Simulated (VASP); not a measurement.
Band structure of C (graphite). Level of theory: PW91 GGA, VASP's PBE PAW potentials (set 64) (plane waves; VASP).

Without a dispersion term in the relaxation, distances and binding between the weakly bound layers, chains or molecules are unreliable, and so is what depends on them.

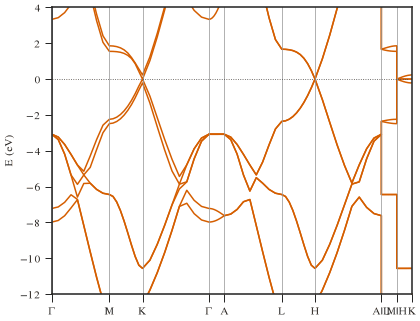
Bands along high-symmetry lines, zero at the valence-band maximum or, without a gap, the Fermi level

Q: Read the plot: is there a gap, and where are the band edges?

A: It has no gap at this level: it comes out as a metal or semimetal. (Edges off the drawn lines would not show.)

The compound is C in the graphite structure. It was relaxed first, which changed the volume by +19 %.
